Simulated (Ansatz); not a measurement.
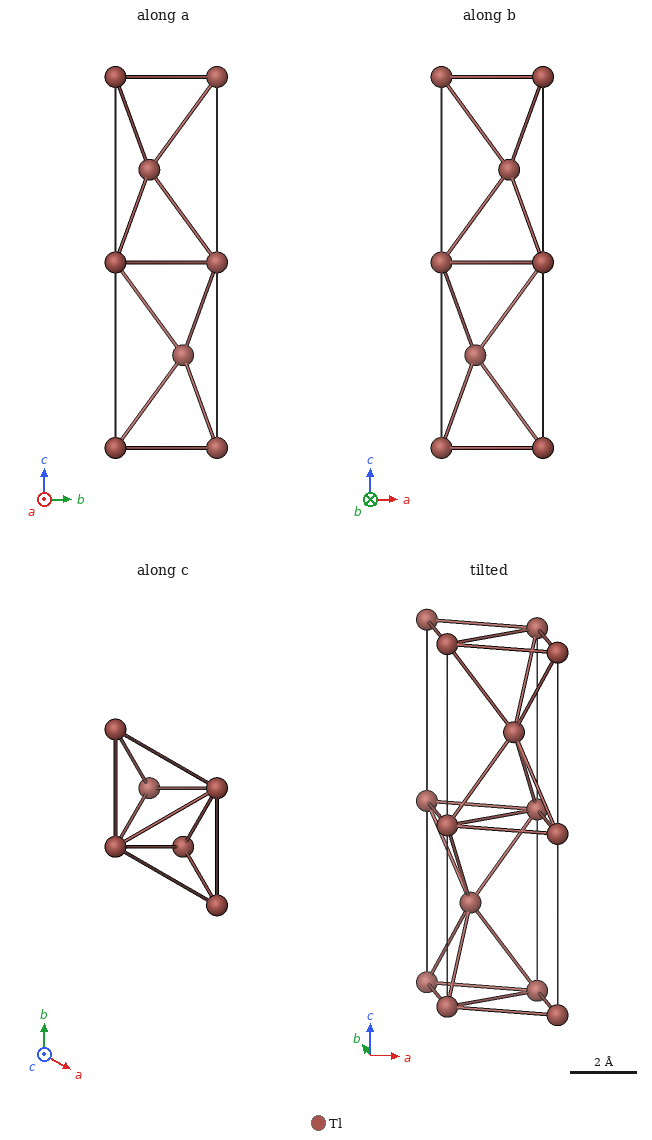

Drawn in the ball-and-stick manner and seen along the a axis, along the b axis, along the c axis and slightly off an axis. The edges of the conventional unit cell are marked.

Lattice parameters: a = 3.5682 Å, b = 3.5682 Å, c = 11.2910 Å, α = 90.000°, β = 90.000°, γ = 120.000°.

**Transcribe the picture into a CIF with its space group and independent sites.**

```cif
data_structure
_symmetry_space_group_name_H-M 'P 63/m m c'
_symmetry_Int_Tables_number 194
_cell_length_a 3.5682
_cell_length_b 3.5682
_cell_length_c 11.2910
_cell_angle_alpha 90.000
_cell_angle_beta 90.000
_cell_angle_gamma 120.000
_cell_volume 124.50
loop_
_atom_site_label
_atom_site_type_symbol
_atom_site_symmetry_multiplicity
_atom_site_Wyckoff_symbol
_atom_site_fract_x
_atom_site_fract_y
_atom_site_fract_z
_atom_site_occupancy
Tl1 Tl 2 a 0.0000 0.0000 0.0000 1
Tl2 Tl 2 c 0.3333 0.6667 0.2500 1
```

Origin of the cell: a structure type filled with this element by a generator (whether the element takes this form wasn't checked). Earlier steps of the study may have refined or changed the cell and positions. It went into a calculation with Ansatz.
